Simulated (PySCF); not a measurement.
Bond curves of CH⁺, singlet, def2-TZVPPD (non-relativistic), PySCF 2.14.0: energy from the separated fragments (atoms in their ground configurations, no counterpoise). One reference determinant with the occupation held, the lowest that a PBE0 search over spins and occupations found; no spin-orbit coupling. Splines pass through the computed points, which are marked. References: UKS for TPSSh and PBEsol; RHF for CCSD(T). The fragments are H + C⁺. With TPSSh and PBEsol the solution stays closed-shell at all points drawn; such a solution can't reach the open-shell fragments at long range.

Methods: CCSD(T), TPSSh and PBEsol.

**Where is the minimum of each curve?**

CCSD(T): near 1.13 Å, −4.18 eV; TPSSh: near 1.14 Å, −4.26 eV; PBEsol: near 1.16 Å, −4.32 eV (from the spline).

**What values does the calculation give?**

In eV:
```csv
bond length (Å),CCSD(T),TPSSh,PBEsol
1.03,−3.99,−4.05,−4.03
1.07,−4.12,−4.19,−4.20
1.11,−4.17,−4.25,−4.28
1.14,−4.17,−4.26,−4.31
1.17,−4.15,−4.24,−4.31
1.22,−4.08,−4.18,−4.28
1.28,−3.95,−4.06,−4.19
1.35,−3.74,−3.86,−4.02
```

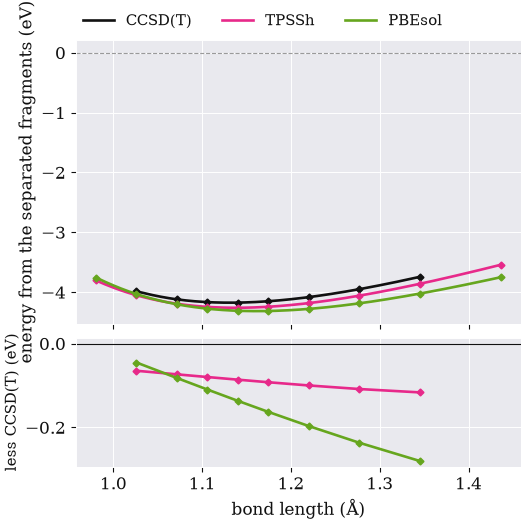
